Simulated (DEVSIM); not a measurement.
System: abrupt Si p-n junction, at 300 K.

```tsv
layer (left to right)	material	thickness (μm)	Nd (cm⁻³)	Na (cm⁻³)	τn (s)	τp (s)
1	Si	0.560	-	4.8e15	1.5e-5	1.5e-5
2	Si	11.0	8.1e15	-	1.5e-5	1.5e-5
```

Left contact: ohmic. Right contact: ohmic. Voltage is applied to the left contact. Recombination: SRH at mid-gap, radiative. Mobility is μmin + (μ − μmin)/(1 + (N/Nref)^α).

This is a model device: material constants are rounded textbook-type values typed into the input, and sizes, dopings and lifetimes were drawn at random. Values at 300 K.

| parameter | Si |
|---|---|
| gap (eV) | 1.124 |
| affinity (eV) | 4.05 |
| permittivity | 11.7 |
| Nc (cm⁻³) | 2.86e19 |
| Nv (cm⁻³) | 3.1e19 |
| μn (cm²/Vs) | 1417 |
| μp (cm²/Vs) | 470 |
| μn,min | 52 |
| μp,min | 45 |
| Nref,n | 9.7e16 |
| Nref,p | 2.2e17 |
| αn | 0.68 |
| αp | 0.72 |
| B (cm³/s) | 4.7e-15 |

Model (solved in DEVSIM): 1D drift-diffusion, Boltzmann statistics, complete ionisation; no tunnelling, impact ionisation, image-force lowering or self-heating.

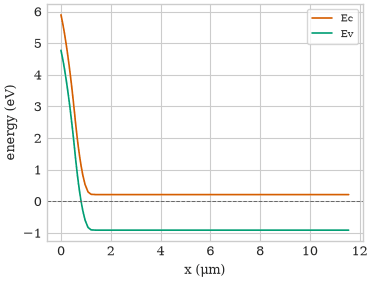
Figure: Band edges at -5.0 V on the left contact

Energies count from the Fermi level of the right contact; mesh points crowd at the junctions.

```csv
x (μm),Ec (eV),Ev (eV),n (cm⁻³),p (cm⁻³),field (V/cm)
0.000,5.897,4.773,24000,4.8e15,-37000
0.02328,5.809,4.685,23000,1.6e14,-38000
0.07069,5.619,4.495,21000,1.0e11,-42000
0.1564,5.232,4.108,19000,33000,-48000
0.3673,4.048,2.924,14000,770,-64000
0.4743,3.321,2.197,13000,560,-72000
0.5269,2.933,1.808,12000,480,-76000
0.5610,2.669,1.545,12000,430,-78000
0.5881,2.462,1.339,13000,420,-75000
0.6400,2.091,0.967,14000,400,-68000
0.7523,1.405,0.281,18000,330,-54000
1.087,0.296,-0.828,3.1e14,< 1e2,-12000
1.636,0.211,-0.913,8.1e15,620,≈ 0
2.730,0.211,-0.913,8.1e15,2100,≈ 0
6.280,0.211,-0.913,8.1e15,7100,≈ 0
8.926,0.211,-0.913,8.1e15,11000,≈ 0
10.25,0.211,-0.913,8.1e15,13000,≈ 0
10.94,0.211,-0.913,8.1e15,13000,≈ 0
11.33,0.211,-0.913,8.1e15,14000,≈ 0
11.46,0.211,-0.913,8.1e15,14000,≈ 0
11.52,0.211,-0.913,8.1e15,14000,≈ 0
11.56,0.211,-0.913,8.1e15,14000,≈ 0
```
